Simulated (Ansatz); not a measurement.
H$_{3}$NSi$_{2}$ (SMILES [Si]=N[SiH3])

Input

```
crystal:
  periodic: [false, false, false]
  atoms:
    - symbol: N
      position_ang: [0.813371, 0.101798, -1.549929]
    - symbol: Si
      position_ang: [0.306854, 1.104218, -0.443720]
    - symbol: Si
      position_ang: [1.371520, -0.995350, -2.761669]
    - symbol: H
      position_ang: [1.914977, -2.238433, -2.137440]
    - symbol: H
      position_ang: [2.453874, -0.371221, -3.579737]
    - symbol: H
      position_ang: [0.256814, -1.381048, -3.677579]
basis:
  gaussian:
    orbitals: def2-TZVPD
hamiltonian:
  xc: {name: PBE0}
output:
  forces: true
  orbitals: {seedname: orbitals}
```

Launched as:

```sh
ansatz run input.yaml --threads 1 --pin off --max-ram 2610MiB --events-out events.jsonl --progress --plain --runs-dir runs
```

Geometry: B3LYP-D3(BJ)/def2-SVP.

Computed with Ansatz, isolated molecule in a Gaussian basis; Kohn-Sham density functional theory, functional PBE0.

Question: What can the converged electron density and electron localisation function tell about the bonding?

Answer: Si–N (1.58 Å): ρ at the midpoint is about 1.4 e/Å³; the ELF peaks at about 0.85 between the atoms (a short, strongly polar bond).
Si–H (1.49 Å): the density is about 0.81 e/Å³ at the midpoint; the ELF climbs to about 1 towards the hydrogen, as it does in any bond to H.
Si–N (1.73 Å): the density is about 1.1 e/Å³ at the midpoint; the ELF peaks at about 0.90 between the atoms, as expected for a polar covalent bond.

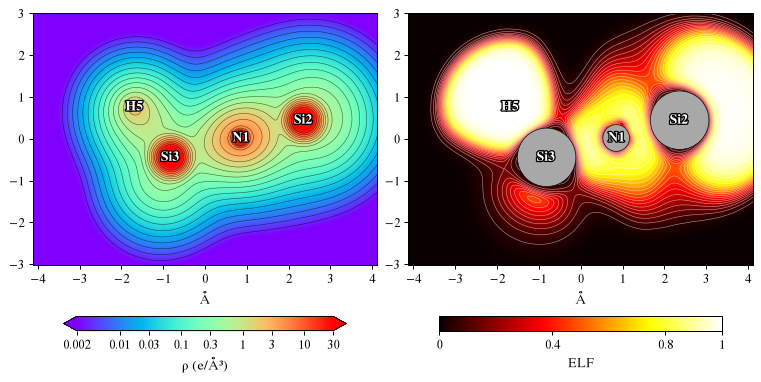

Computed electron density and electron localisation function on the plane of atoms N1, Si3 and H5, in this order. Grey discs cover the atomic cores in the ELF map. 
